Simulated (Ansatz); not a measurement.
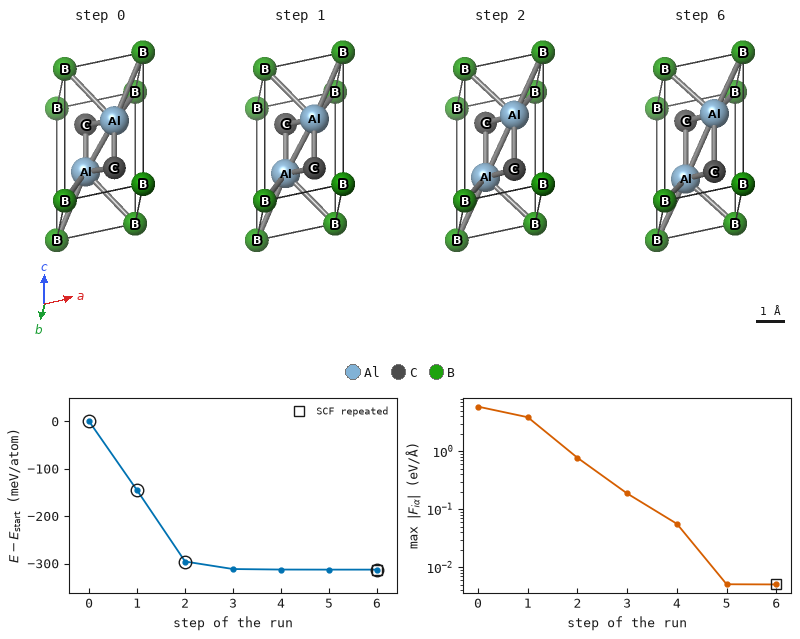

Frames of a relaxation of a crystal of Al2BC2 (a generated structure, set up in P-3m1), marked on the history of the run. The picture is a ball-and-stick view of the cell of the calculation, seen from a free direction.

The start is a swapped structure.

These are results of DFT, PAW plane waves, r2SCAN (Ansatz), not measurements. Set-up: plane-wave cutoff 500 eV; k-point mesh 8 × 8 × 4; occupations fermi dirac; smearing width 0.1 eV; no spin polarisation; atoms relaxed in a fixed cell; at most 80 steps.

Question: Describe the path.

Answer: The largest moves, 0.29 Å, are those of Al atoms. By element the largest moves are Al 0.29 Å, C 0.15 Å. B stays in place. The lattice vectors keep their values. Some distances before and after: Al–C 1.944 → 2.389 Å, Al–Al 2.261 → 2.651 Å, Al–B 2.746 → 2.534 Å, Al–C 1.923 → 1.882 Å. Bond angles that change, for instance: Al–C–Al 71.5° → 75.7°, Al–C–Al 110.5° → 114.1°. The space group stays P-3m1 (No. 164). The energy falls by 313 meV per atom in 5 accepted moves (6 points after the start). Largest force component: 5.9 eV/Å at the start, 0.0051 eV/Å at the end. 1 step only repeated the SCF at the same geometry. From step 0 to 1: Al atoms move most (0.07 Å), energy −146 meV per atom. From step 1 to 2: Al atoms move most (0.16 Å), energy −150 meV per atom. From step 2 to 6: C atoms move most (0.08 Å), energy −17.1 meV per atom.
